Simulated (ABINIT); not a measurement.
**A GW chain in ABINIT: SnO2 (Cassiterite)**

How does a plane-wave GW calculation on SnO2 (Cassiterite) run from the first input to the gap?

Calculated with ABINIT 10.8.3; PBE and many-body steps on it, plane waves.

**What was measured.**

- Gap 3.6 eV: experimental gap quoted from earlier work; bulk crystal (quoted in “Study on the Photocatalytic Properties of Flower-Shaped SnO2”, 2022, pmc:9565917).

Report form: the programs' logs are mostly left out.

## 1. The structure

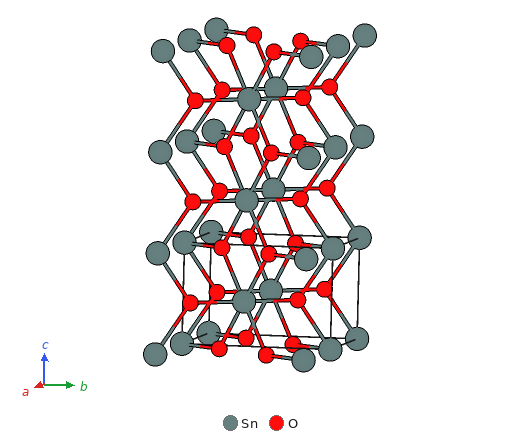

Start, viewed slightly off an axis; tin teal, oxygen red. 2×1×3 cells are drawn. Some periodic images of atoms are drawn too.

The cell and positions come from the Crystallography Open Database and are kept as given unless a step says otherwise.

## 2. Ground state

This step: ABINIT 10.8.3; DFT, PBE, plane waves, norm-conserving pseudopotentials.

The ground-state density comes first.

Input file run.abi:

```
acell 3*1.0 Angstrom
rprim 
  4.738000000000 0.000000000000 0.000000000000
  0.000000000000 4.738000000000 0.000000000000
  0.000000000000 0.000000000000 3.186500000000
ntypat 2
znucl 50 8
natom 6
typat 1 1 2 2 2 2
xred 
  0.000000000000 0.000000000000 0.000000000000
  0.500000000000 0.500000000000 0.500000000000
  0.307100000000 0.307100000000 0.000000000000
  0.192900000000 0.807100000000 0.500000000000
  0.692900000000 0.692900000000 0.000000000000
  0.807100000000 0.192900000000 0.500000000000
pp_dirpath "pseudos"
pseudos "Sn.upf, O.upf"
ecut 42
ngkpt 4 4 6
nshiftk 1
shiftk 0 0 0
kptopt 1
chksymbreak 0
nband 41
occopt 1
tolvrs 1e-10
nstep 60
prtwf 0
indata_prefix "in"
outdata_prefix "out"
tmpdata_prefix "tmp"
```

Run with:

```console
> OMP_NUM_THREADS=1 mpirun -n 4 abinit run.abi > log
```

Wall time 74 s (4 MPI ranks of Arm Neoverse V1, shared host); peak memory 0.41 GiB.

Numbers from this step:

```
total energy               : -13864.0888 eV
gap                        : 1.284 eV
k of the valence top       : 0, 0, 0
k of the conduction bottom : 0, 0, 0
least direct gap           : 1.284 eV
pressure                   : 8.279 GPa
```

The gap is direct, at Γ.

The cutoff was set for levels, not for stress, so the pressure can be off by some GPa.

## 3. Empty states on the mesh, 4×4×4 mesh, 75 bands

The sums over transitions need many empty states on a uniform mesh; this step solves for them.

run.abi: that of step 2 with these lines changed.

```diff
@@ -19,3 +19,3 @@
 ecut 42
-ngkpt 4 4 6
+ngkpt 4 4 4
 nshiftk 1
@@ -24,7 +24,10 @@
 chksymbreak 0
-nband 41
-occopt 1
-tolvrs 1e-10
+iscf -2
+irdden 1
+istwfk *1
+nband 75
+nbdbuf 6
+tolwfr 1e-09
 nstep 60
-prtwf 0
+prtvol 0
 indata_prefix "in"
```

It took 67 s on 4 MPI ranks; peak memory 0.41 GiB.

This step gave:

```
gap                                                           : 1.284 eV
k of the valence top                                          : 0, 0, 0
k of the conduction bottom                                    : 0, 0, 0
least direct gap                                              : 1.284 eV
k points computed                                             : 18
lowest point of the top converged band, above the valence top : 31.21 eV
```

On this mesh the gap is 1.284 eV.

## 4. Screening, 4×4×4 mesh, 69 bands, screening to 98 eV

The RPA dielectric matrix is built and inverted for each q.

This step: RPA screening on PBE, plane waves, norm-conserving pseudopotentials.

run.abi: that of step 3 with these lines changed.

```diff
@@ -24,10 +24,11 @@
 chksymbreak 0
-iscf -2
-irdden 1
 istwfk *1
-nband 75
-nbdbuf 6
-tolwfr 1e-09
-nstep 60
-prtvol 0
+occopt 1
+irdwfk 1
+optdriver 3
+nband 69
+ecuteps 3.6
+inclvkb 2
+awtr 1
+symchi 1
 indata_prefix "in"
```

The job ended after 2.2 min (4 MPI ranks; peak memory 2.2 GiB).

This step gave:

| Property | Result |
| --- | --- |
| ε∞ with local fields, on this mesh, along the program's q direction | 4.505 |
| the same without local fields | 4.700 |
| plasma frequency | 36.20 eV |
| plane waves in the screening matrix | 161 |

Local fields lower ε∞ by 4 %. On a Γ-centred mesh this coarse the value itself is usually too large, while a short band sum pulls it down.

## 5. Self-energy, 4×4×4 mesh, 69 bands, screening to 98 eV

The self-energy is evaluated for the states that the input lists, and the levels follow from it, in one-shot runs by the linearised quasiparticle equation.

This step: G0W0 on PBE, plane waves, norm-conserving pseudopotentials.

run.abi: that of step 4 with these lines changed.

```diff
@@ -27,8 +27,15 @@
 irdwfk 1
-optdriver 3
+optdriver 4
 nband 69
+gwcalctyp 0
+ecutsigx 42
+symsigma 1
+nkptgw 1
+kptgw 
+  0.0000000000 0.0000000000 0.0000000000
+bdgw 
+  32 36
 ecuteps 3.6
-inclvkb 2
-awtr 1
-symchi 1
+irdscr 1
+ppmodel 1
 indata_prefix "in"
```

It took 7 s on 4 MPI ranks; peak memory 1.7 GiB; 27 s of CPU time.

This step gave:

```yaml
g0w0_gap_on_the_points_computed: 2.867 eV
starting_gap_on_the_mesh: 1.284 eV
k_of_the_valence_top: 0, 0, 0
k_of_the_conduction_bottom: 0, 0, 0
z_at_the_valence_top: 0.786
z_at_the_conduction_bottom: 0.846
least_direct_g0w0_gap_on_the_computed_points: 2.867 eV
```

The gap on the mesh goes from 1.28 eV to 2.87 eV, a correction of +1.58 eV.

Limits: finite bands, cutoff and mesh; no spin-orbit coupling; coarse k mesh. v1 is the top filled band, c1 the lowest empty one. Levels before and after the correction, in eV, zero at the valence-band top of each column:

```
           conduction bottom  valence top
Kohn-Sham               1.28         0.00
     G0W0               2.87         0.00
```

```
             level  energy (eV)
Kohn-Sham  Γ v3-v2       -0.764
Kohn-Sham     Γ v1        0.000
Kohn-Sham     Γ c1        1.284
Kohn-Sham     Γ c2        6.143
     G0W0  Γ v3-v2       -0.740
     G0W0     Γ v1        0.000
     G0W0     Γ c1        2.867
     G0W0     Γ c2        8.386
```

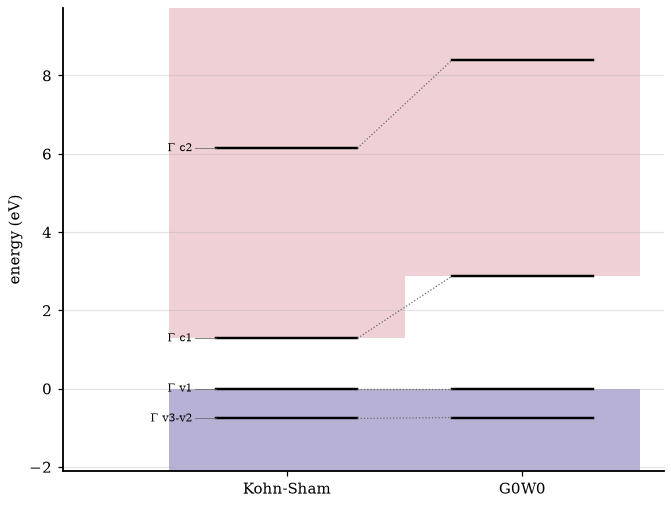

Levels before and after the correction. Shaded: valence and conduction bands.

## 6. Where the time went

Times are wall times on 4 MPI ranks of Arm Neoverse V1, shared host. The host was busy with other work, so they are no guide to cost.

```
                    step     time  share  memory (GiB)
            ground state     74 s   27 %          0.41
empty states on the mesh     67 s   24 %          0.41
               screening  2.2 min   47 %           2.2
             self-energy      7 s    3 %           1.7
```

## 7. Outcome

```json
{
  "PBE gap": "1.28 eV, direct",
  "G0W0 gap on the mesh": "2.87 eV",
  "GW settings": "4×4×4 mesh, 69 bands, screening to 98 eV, Godby-Needs plasmon pole",
  "known limits": "not at the basis limit; no spin-orbit coupling; coarse k mesh"
}
```

**Reading.** G0W0 moves the gap on the mesh from 1.28 eV to 2.87 eV (+1.58 eV), with Z of 0.79 and 0.85 at the edges. Local fields lower the RPA ε∞ on this mesh from 4.70 to 4.50; a Γ-centred mesh this coarse tends to raise both, most where the direct gap is narrow, while a short band sum lowers them. Only 1 of the mesh's irreducible points was corrected, so a valley elsewhere could overtake. The dearest step here is «screening». Against experiment, by G0W0@PBE: the gap of 2.87 eV lies −0.73 eV from the measured 3.6 eV (kind not stated, quoted 2022). The calculation has static nuclei and no excitons; a measured gap holds zero-point and thermal motion, which mostly lowers it. Against the values above the computed gap that would widen the miss. An edge that is forbidden or weak in absorption could explain it, and so could too strong a screening: the start's gap is only 1.28 eV, the mesh is coarse, and one shot does not repair that. Bands and cutoff are finite, so the gap is not at the basis limit. The miss can reach some tenths of an eV and take either sign; the mesh is an error of its own. In the G0W0 run levels were corrected at 1 k point alone, so a gap called «on the mesh» is the least over those, and an edge elsewhere would be missed. The 4×4×4 mesh is coarse for this cell, which bears on the long-range parts of exchange and screening. The many-body steps are scalar-relativistic: spin-orbit coupling is not in them.

[Paths, hosts, dates, memory and timing lines, banners, echoed tables and standing remarks are left out of the program output.]

[Logs are printed without paths, hosts, clocks, repeated set-up lines and the standing remarks that a program may print on its own settings, such as how far it seeks lower states.]

[Runs of the session that timed out or met a known fault of the program may be left out.]

[Hosts, paths, dates, database ids (printed as entryN), source tags and the programs' standing remarks are cut or masked in the printed files.]

[G0W0 gaps are taken among the corrected bands and points alone; a level outside them can change the order at an edge.]

[Where Ansatz stands beside ABINIT at settings called matched, ABINIT's density can come from a denser mesh and the files from another edition; pairs whose starting gaps differed by over 0.03 eV were left out, so agreement reads better than it is.]
